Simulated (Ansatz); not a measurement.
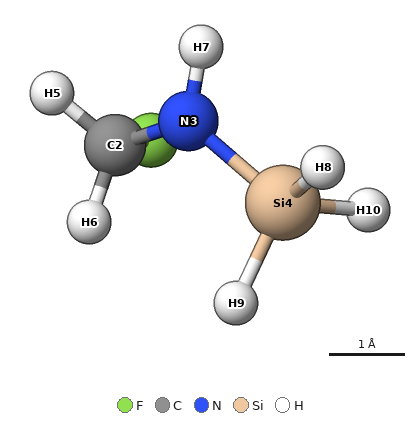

Fig. 1: The structure as given in the input (ball-and-stick view, seen at a tilt; atoms are numbered from 1 in the order of the input).

**Run report: CH6FNSi, single-point calculation**

System: CH6FNSi.
Method: RKS PBE0-D4/def2-TZVPP (Ansatz 0.2.0).

The geometry comes from this level: PBE0-D4/def2-TZVP.

**The input**
```yaml
crystal:
  periodic: [false, false, false]
  atoms:
    - {symbol: F, position_ang: [-1.309633, 0.908559, -1.435589]}
    - {symbol: C, position_ang: [-0.160834, 1.172256, -0.677100]}
    - {symbol: N, position_ang: [0.561631, 0.010845, -0.359387]}
    - {symbol: Si, position_ang: [0.076065, -1.102028, 0.877581]}
    - {symbol: H, position_ang: [0.440083, 1.862893, -1.273502]}
    - {symbol: H, position_ang: [-0.506721, 1.664109, 0.235776]}
    - {symbol: H, position_ang: [1.119043, -0.340950, -1.123068]}
    - {symbol: H, position_ang: [1.266307, -1.912020, 1.240809]}
    - {symbol: H, position_ang: [-0.384937, -0.280639, 2.025692]}
    - {symbol: H, position_ang: [-1.018006, -2.034226, 0.491686]}
basis:
  gaussian: {orbitals: def2-TZVPP}
hamiltonian: {xc: pbe0, dispersion: d4}
output: {orbitals: {seedname: orbitals}}
```

Run as:
```bash
ansatz run in.yaml --threads 2 --pin off --events-out ev --progress --plain --max-ram 4352MiB
```

**The program's output**
```
Functional definition: PBE0
  name "PBE0"
  cite "Adamo & Barone, J. Chem. Phys. 110, 6158 (1999) doi:10.1063/1.478522"
  cite "Perdew, Burke & Ernzerhof, Phys. Rev. Lett. 77, 3865 (1996) doi:10.1103/PhysRevLett.77.3865"
  parent pbe
  parameter a = 0.25
  parameter kappa = 0.804
  parameter beta = 0.06672455060314922
  exchange = (1 - a)*pbe_x(kappa = kappa, mu = beta*pi^2/3) + a*exact_x
  correlation = pbe_c(beta = beta)
1136 factors; their error is unknown
mean field evaluation 1: about -13207.9571 eV, gradient 5.3e1 eV
mean field evaluation 2: about -13202.5514 eV, gradient 7.1e1 eV
mean field evaluation 4: about -13213.1258 eV, gradient 4.1e0 eV
mean field evaluation 8: about -13213.1489 eV, gradient 4.3e-2 eV
mean field evaluation 16: about -13213.1740 eV, gradient 4.5e-5 eV
mean field -13213.17404657 eV, -485.5751900006 hartree, gradient 4.5e-5 eV, S^2 0.000000; 0 other end points of the search recorded, 0 dependent functions left out
reference -13213.17407648 eV, -485.5751910995 hartree; 21, 21 occupied and 198, 198 virtual orbitals, 1136 factors
Total energy: -13213.31235483 eV, -485.5802727352 hartree
```

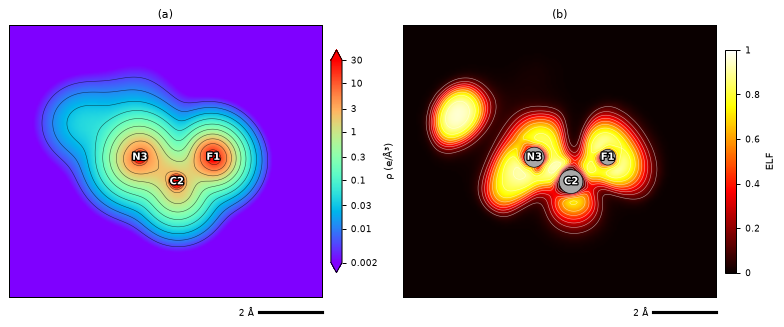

Fig. 2: (a) total electron density; (b) ELF on the plane of atoms F1, C2 and N3. Grey discs, where drawn, cover atomic cores. The plane passes through F, C and N nuclei. C–F (1.40 Å): ρ is about 2 e/Å³ halfway, with its minimum of 1.6 e/Å³ about 0.5 Å from C; the ELF peaks at about 0.85 between the atoms, which marks a polar covalent bond.

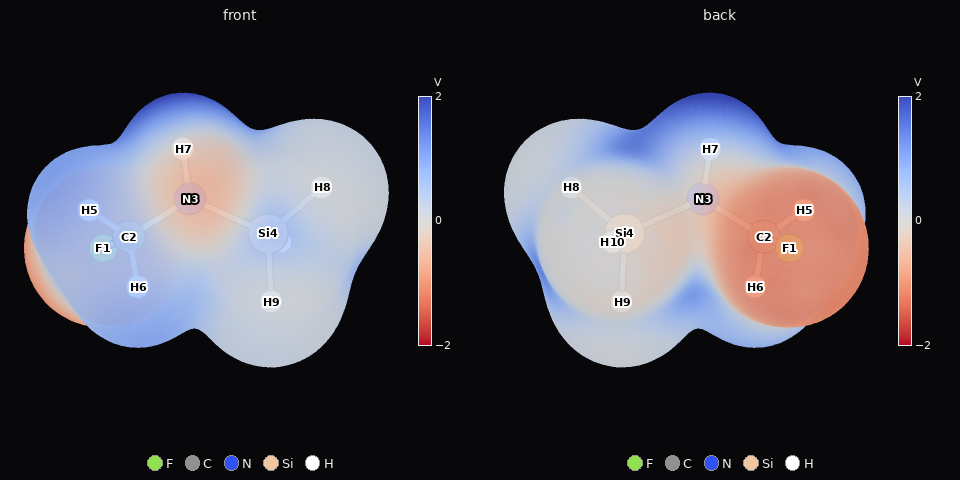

Fig. 3: The electrostatic potential painted on the density surface at 0.002 e/bohr³, seen face on and from behind; red is negative and blue positive.

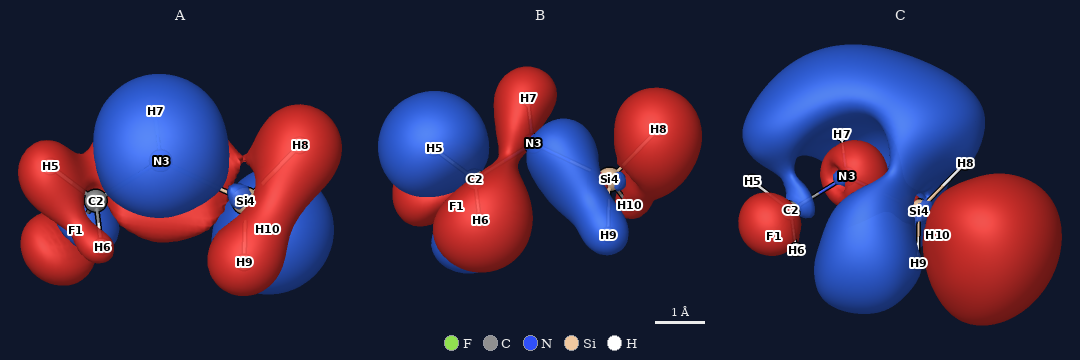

Fig. 4: Three frontier orbitals at ±0.06 Å⁻³ᐟ² (blue and red are the two phases). B is the HOMO−1 (−9.52 eV). It lies mainly on F1 (40 %), C2 (20 %), H5 (10 %) and H6 (10 %). A is the HOMO (−7.79 eV). It lies mainly on N3 (55 %), Si4 (15 %) and H10 (10 %). C is the LUMO (0.33 eV). By Hirshfeld shares it lies mainly on Si4 (50 %), H7 (15 %) and N3 (10 %). The HOMO–LUMO gap is 8.12 eV between the orbital energies.

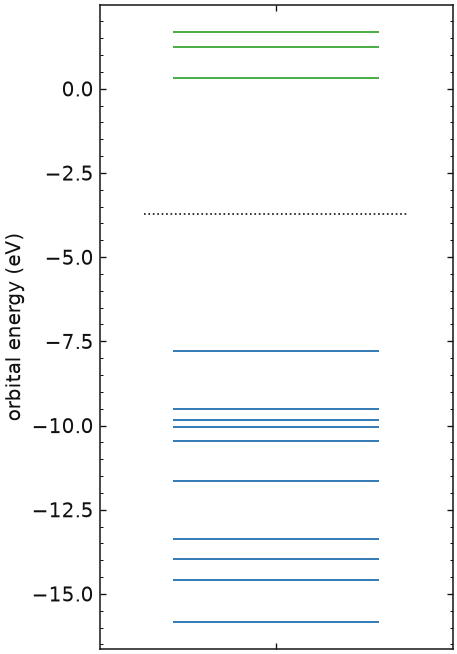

Fig. 5: Orbital energies near the frontier; the dotted line parts filled from empty levels, and levels within 0.02 eV of each other stand side by side. Highest filled −7.79 eV, lowest empty 0.33 eV, 8.12 eV apart.

**Results in brief**

- outcome: converged
- total energy: −13213.3124 eV
- mean-field energy: −13213.1741 eV
- dispersion energy: −0.1383 eV
- SCF solution under orbital rotations: stable
- HOMO: −7.79 eV
- LUMO: 0.33 eV
- hardware: 2 threads of Arm Neoverse V1, 23 GiB of memory available, shared host
- wall time: 3.3 s (CPU time 6.4 s)
- peak memory: 0.42 GiB
